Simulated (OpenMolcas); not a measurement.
**One shape, several levels: CH4FSi (SMILES [CH2][SiH2]F)**

Aim: a comparison of 6 runs (U-r2SCAN/6-311+G**, U-revPBE/6-311+G**, UB3LYP/6-311+G**, UPBE0/6-311+G**, USVWN5/6-311+G**, ROMP2/6-311+G**) of CH4FSi. 

Program for the calculation: OpenMolcas 26.06.

### 1 The system as given

CH4FSi has 7 atoms, charge 0, and is taken as a doublet. As SMILES, `[CH2][SiH2]F`. The shape is that of a PBE0-D4/def2-TZVP optimisation. This is one conformer, not always the lowest.

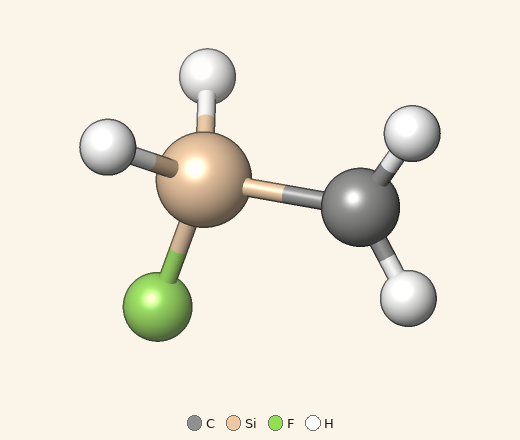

Viewed from a chosen angle; carbon grey, silicon light orange, fluorine green, hydrogen white.

### 2 A single-point energy at U-r2SCAN/6-311+G(d,p) (run 1)

calc.inp

```
* CH4FSi Kohn-Sham DFT

&GATEWAY
 BasLib = $CurrDir
 Coord
 7
 angstrom
 C       -0.871900       0.281100      -0.615800
 Si       0.588600      -0.157300       0.392500
 F        0.652600      -1.749500       0.550500
 H       -1.536000      -0.466000      -1.038500
 H       -1.136000       1.310700      -0.837900
 H        0.509900       0.430600       1.755300
 H        1.854000       0.282500      -0.251700
 Basis = 6-311pGss
 Group = NoSym

&SEWARD
 GridInput
 Grid=UltraFine
 End of Grid

&SCF
 UHF
 Spin = 2
 KSDFT = 2
 1.0 MGGA_X_R2SCAN
 1.0 MGGA_C_R2SCAN
 Thresholds = 1e-10 1e-07 1e-07 1e-05
 PrOrbitals = 0
```

The basis set 6-311+G** is read from a file made from the Basis Set Exchange's data (not shown).

On the command line:

```bash
$ export MOLCAS_MEM=1860
$ pymolcas calc.inp > calc.log
```

Output:

```text
--- Start Module: gateway ---
[...]
--- Stop Module: gateway /rc=_RC_ALL_IS_WELL_ ---
--- Start Module: seward ---
[...]
      Basis functions           98
--- Stop Module: seward /rc=_RC_ALL_IS_WELL_ ---
[...]
--- Start Module: scf ---
[...]
       Convergence after  15 Iterations
[...]
::    Total KS-DFT energy                            -429.7989450661
[...]
      Total spin, S                                     0.5029093605
[...]
      Total electronic charge=   33.000000
      Total            charge=   -0.000000
[...]
      Dipole Moment (debye):
      Origin of the operator (angstrom)=    0.2871   -0.5189    0.2170
                   X= -6.4162E-01               Y=  1.6289E+00               Z= -5.5091E-01           Total=  1.8353E+00
      Quadrupole Moment (debye*angstrom):
[...]
--- Stop Module: scf /rc=_RC_ALL_IS_WELL_ ---
[...]
```

It took 74 s on 1 thread of Intel Xeon Platinum 8259CL at 2.50GHz (Skylake/Cascade Lake), shared host; peak memory 0.55 GiB.

### 3 Energy and gradient at U-revPBE/6-311+G(d,p) (run 2)

geom.xyz

```xyz
7

C     -0.871900     0.281100    -0.615800
Si     0.588600    -0.157300     0.392500
F      0.652600    -1.749500     0.550500
H     -1.536000    -0.466000    -1.038500
H     -1.136000     1.310700    -0.837900
H      0.509900     0.430600     1.755300
H      1.854000     0.282500    -0.251700
```

calc.inp

```
&GATEWAY
BasLib=$CurrDir
Coord=geom.xyz
Basis=6-311pGss
Group=NoSym
&SEWARD
GridInput
Grid=UltraFine
End of Grid
&SCF
UHF
Spin=2
KSDFT=revPBE
Thresholds=1e-10 1e-07 1e-07 1e-05
PrOrbitals=1 2
&ALASKA
```

The basis set 6-311+G** is read from a file made from the Basis Set Exchange's data (not shown).

On the command line:

```bash
$ export MOLCAS_MEM=1860
$ pymolcas calc.inp > calc.log
```

Output:

```text
--- Start Module: gateway ---
[...]
--- Stop Module: gateway /rc=_RC_ALL_IS_WELL_ ---
[...]
      Basis functions           98
[...]
--- Start Module: scf ---
[...]
       Convergence after  15 Iterations
[...]
::    Total KS-DFT energy                            -429.7795925975
[...]
      Total spin, S                                     0.5017335606
[...]
      Total electronic charge=   33.000000
      Total            charge=   -0.000000
[...]
      Dipole Moment (debye):
      Origin of the operator (angstrom)=    0.2871   -0.5189    0.2170
                   X= -6.0768E-01               Y=  1.5699E+00               Z= -5.2403E-01           Total=  1.7631E+00
      Quadrupole Moment (debye*angstrom):
[...]
--- Stop Module: scf /rc=_RC_ALL_IS_WELL_ ---
[...]
--- Start Module: alaska ---
[...]
 *              Molecular gradients               *
 **************************************************
  Irreducible representation: a
 ------------------------------------------------------------------------------------------
                              X                       Y                       Z
 ------------------------------------------------------------------------------------------
  C1                1.36977240944613E-03   -7.67078003857780E-04    9.50186344212955E-04
  SI2              -6.76952480739956E-04   -2.42038544365624E-02    1.28124479787628E-03
  F3               -1.76974836323862E-03    3.08875137553706E-02   -3.41375392264309E-03
  H4                3.96383811977863E-03    3.98341773343125E-03    2.55876918945130E-03
  H5                1.73261525359059E-03   -5.86386751081802E-03    1.40954389042192E-03
  H6                4.62732312388747E-05   -2.28695286762437E-03   -4.91246632065856E-03
  H7               -4.66579817006840E-03   -1.74917866982538E-03    2.12647602139904E-03
 ------------------------------------------------------------------------------------------
--- Stop Module: alaska /rc=_RC_ALL_IS_WELL_ ---
[...]
```

It took 59 s on 1 thread of Intel Xeon Platinum 8259CL at 2.50GHz (Skylake/Cascade Lake), shared host; peak memory 0.55 GiB.

Runs 3 to 4 aren't shown in full; the table further down has their settings and results.

### 4 Energy and gradient at USVWN5/6-311+G(d,p) (run 5)

job.inp

```
>>> EXPORT MOLCAS_PRINT=2
&GATEWAY
BasLib=$CurrDir
BasisSet
C.6-311pGss....
C1 -0.871900 0.281100 -0.615800 angstrom
End of Basis
BasisSet
Si.6-311pGss....
Si2 0.588600 -0.157300 0.392500 angstrom
End of Basis
BasisSet
F.6-311pGss....
F3 0.652600 -1.749500 0.550500 angstrom
End of Basis
BasisSet
H.6-311pGss....
H4 -1.536000 -0.466000 -1.038500 angstrom
H5 -1.136000 1.310700 -0.837900 angstrom
H6 0.509900 0.430600 1.755300 angstrom
H7 1.854000 0.282500 -0.251700 angstrom
End of Basis
&SEWARD
GridInput
Grid=UltraFine
End of Grid
&SCF
UHF
Spin=2
KSDFT=SVWN5
Thresholds=1e-10 1e-07 1e-07 1e-05
PrOrbitals=1 1
&ALASKA
```

The basis set 6-311+G** is read from a file made from the Basis Set Exchange's data (not shown).

On the command line:

```bash
$ export MOLCAS_MEM=1860
$ pymolcas job.inp > job.log
```

Output:

```text
--- Start Module: gateway ---
[...]
--- Stop Module: gateway /rc=_RC_ALL_IS_WELL_ ---
[...]
      Basis functions           98
[...]
--- Start Module: scf ---
[...]
       Convergence after  15 Iterations
[...]
::    Total KS-DFT energy                            -427.6993727651
[...]
      Total spin, S                                     0.5010928119
[...]
      Total electronic charge=   33.000000
      Total            charge=   -0.000000
[...]
      Dipole Moment (debye):
      Origin of the operator (angstrom)=    0.2871   -0.5189    0.2170
                   X= -5.4229E-01               Y=  1.6685E+00               Z= -4.8831E-01           Total=  1.8211E+00
      Quadrupole Moment (debye*angstrom):
[...]
--- Stop Module: scf /rc=_RC_ALL_IS_WELL_ ---
[...]
--- Start Module: alaska ---
[...]
 *              Molecular gradients               *
 **************************************************
  Irreducible representation: a
 ------------------------------------------------------------------------------------------
                              X                       Y                       Z
 ------------------------------------------------------------------------------------------
  C1               -9.42208457358529E-03    2.59400625242145E-03   -6.50977467426372E-03
  SI2               8.68813012011938E-03   -1.26794587401413E-02    6.67402033964226E-03
  F3               -9.25664454169528E-04    1.49270131326773E-02   -1.67843129753553E-03
  H4                4.35266731425710E-03    5.47325725179038E-03    2.75822581486196E-03
  H5                1.50833255187766E-03   -7.17050923540485E-03    1.31181350376153E-03
  H6                1.91748864756383E-04   -1.83666859999865E-03   -4.70012713958035E-03
  H7               -4.39312982324847E-03   -1.30764006122819E-03    2.14427345308721E-03
 ------------------------------------------------------------------------------------------
--- Stop Module: alaska /rc=_RC_ALL_IS_WELL_ ---
[...]
```

It took 39 s on 1 thread of Intel Xeon Platinum 8259CL at 2.50GHz (Skylake/Cascade Lake), shared host; peak memory 0.55 GiB.

### 5 The energy at ROMP2/6-311+G(d,p) (run 6)

mol.xyz

```xyz
7

C     -0.871900     0.281100    -0.615800
Si     0.588600    -0.157300     0.392500
F      0.652600    -1.749500     0.550500
H     -1.536000    -0.466000    -1.038500
H     -1.136000     1.310700    -0.837900
H      0.509900     0.430600     1.755300
H      1.854000     0.282500    -0.251700
```

test.inp

```
&GATEWAY
 BasLib = $CurrDir
 Coord = mol.xyz
 Basis = 6-311pGss
 Group = NoSym

&SEWARD

&SCF
 UHF
 Spin = 2
 Thresholds = 1e-10 1e-07 1e-07 1e-05
 PrOrbitals = 1

&RASSCF
 FileOrb = $Project.UnaOrb
 Spin = 2
 Nactel = 1 0 0
 Inactive = 16
 Ras2 = 1
 OutOrbitals = Canonical
 OrbListing = Few

&CASPT2
 IPEA = 0.0
 Frozen = 7
```

The basis set 6-311+G** is read from a file made from the Basis Set Exchange's data (not shown).

On the command line:

```bash
$ export MOLCAS_MEM=1860
$ pymolcas test.inp > test.log
```

Output:

```text
--- Start Module: gateway ---
[...]
--- Stop Module: gateway /rc=_RC_ALL_IS_WELL_ ---
[...]
      Basis functions           98
[...]
       Convergence after  16 Iterations
[...]
::    Total SCF energy                               -428.6345846088
[...]
      Total spin, S                                     0.5051551402
[...]
--- Start Module: rasscf ---
[...]
      Number of active orbitals                  1
[...]
      Spin quantum number                      0.5
[...]
      Active orbitals                            1
[...]
      Number of CSFs                             1
[...]
      Number of root(s) required                 1
[...]
      Convergence after  7 iterations
[...]
      printout of CI-coefficients larger than  0.05 for root  1
      energy=    -428.630658
      conf/sym  1     Coeff  Weight
             1  u   1.00000 1.00000
      Natural orbitals and occupation numbers for root  1
      sym 1:   1.000000
      ************************************************************************************************************************
      *                                                    Final results                                                     *
[...]
::    RASSCF root number  1 Total energy:   -428.63065804
[...]
      Total electronic charge=   33.000000
      Total            charge=   -0.000000
[...]
      Dipole Moment (debye):
      Origin of the operator (angstrom)=    0.2871   -0.5189    0.2170
                   X= -7.0432E-01               Y=  1.8322E+00               Z= -6.0591E-01           Total=  2.0543E+00
      Quadrupole Moment (debye*angstrom):
[...]
--- Stop Module: rasscf /rc=_RC_ALL_IS_WELL_ ---
[...]
--- Start Module: caspt2 ---
[...]
 ###    WARNING: User changed nr of frozen orbitals.                         ###
 ###############################################################################
[...]
      E2 (Variational):          -0.4396056356
      Total energy:            -429.0702636766
[...]
      Reference weight:           0.88801
[...]
::    CASPT2 Root  1     Total energy:   -429.07026368
[...]
--- Stop Module: caspt2 /rc=_RC_ALL_IS_WELL_ ---
[...]
```

It took 22 s on 1 thread of Intel Xeon Platinum 8259CL at 2.50GHz (Skylake/Cascade Lake), shared host; peak memory 0.55 GiB.

### 6 All runs side by side

| run | level | task | integration grid | energy (Eh) | dipole moment (D) | HOMO energy (eV) | LUMO energy (eV) | wall time |
| --- | --- | --- | --- | --- | --- | --- | --- | --- |
| 1 | U-r2SCAN/6-311+G** | energy | UltraFine | -429.798945 | 1.84 | -6.40 | -3.21 | 74 s |
| 2 | U-revPBE/6-311+G** | gradient | UltraFine | -429.779593 | 1.76 | -5.90 | -3.71 | 59 s |
| 3 | UB3LYP/6-311+G** | gradient | UltraFine | -429.918226 | 1.87 | -6.97 | -3.08 | 58 s |
| 4 | UPBE0/6-311+G** | gradient | UltraFine | -429.618988 | 1.90 | -7.31 | -2.63 | 57 s |
| 5 | USVWN5/6-311+G** | gradient | UltraFine | -427.699373 | 1.82 | -5.88 | -4.39 | 39 s |
| 6 | ROMP2/6-311+G** | energy | – | -429.070264 | – | – | – | 22 s |

### 7 What came out

| quantity | value |
| --- | --- |
| run 6: total energy | -429.07026 Eh |

What this shows: Over runs 1, 2, 3, 4, 5 the dipole moment (its size) runs from 1.76 D (U-revPBE/6-311+G**) to 1.90 D (UPBE0/6-311+G**). Totals of different functionals can't be ranked against each other. All runs together took 5.2 min, the longest 74 s.
